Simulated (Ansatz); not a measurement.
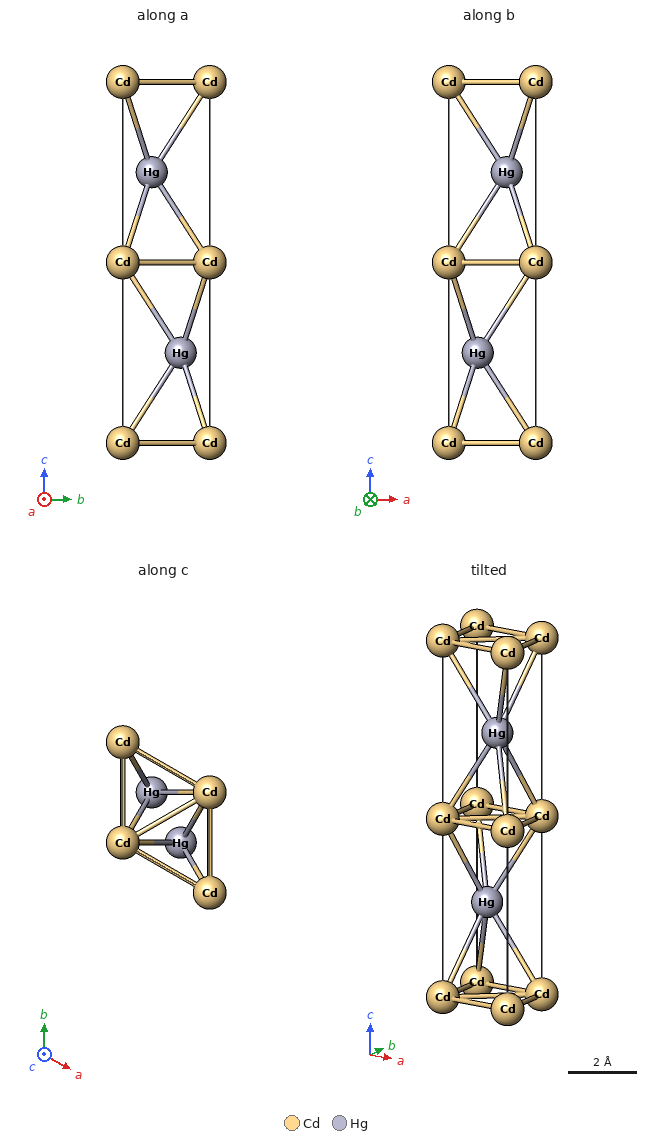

The crystal in a ball-and-stick representation, seen along the a axis, along the b axis, along the c axis and slightly off an axis. The conventional unit cell is drawn as a box.

Lattice parameters: a = 2.9931 Å, b = 2.9931 Å, c = 10.7633 Å, α = 90.000°, β = 90.000°, γ = 120.000°.

Question: Write down what is shown as a CIF in P1 with every atom of the cell.

Answer:
```cif
data_structure
_symmetry_space_group_name_H-M 'P 1'
_symmetry_Int_Tables_number 1
_cell_length_a 2.9931
_cell_length_b 2.9931
_cell_length_c 10.7633
_cell_angle_alpha 90.000
_cell_angle_beta 90.000
_cell_angle_gamma 120.000
_cell_volume 83.51
loop_
_atom_site_label
_atom_site_type_symbol
_atom_site_fract_x
_atom_site_fract_y
_atom_site_fract_z
_atom_site_occupancy
Cd1 Cd 0.0000 0.0000 0.0000 1
Cd2 Cd 0.0000 0.0000 0.5000 1
Hg1 Hg 0.3333 0.6667 0.2500 1
Hg2 Hg 0.6667 0.3333 0.7500 1
```

Provenance: a structure type filled with these elements by a generator (whether the compound takes this form wasn't checked). Earlier steps of the study may have refined or changed the cell and positions. Ansatz was used for an electronic-structure calculation on it.
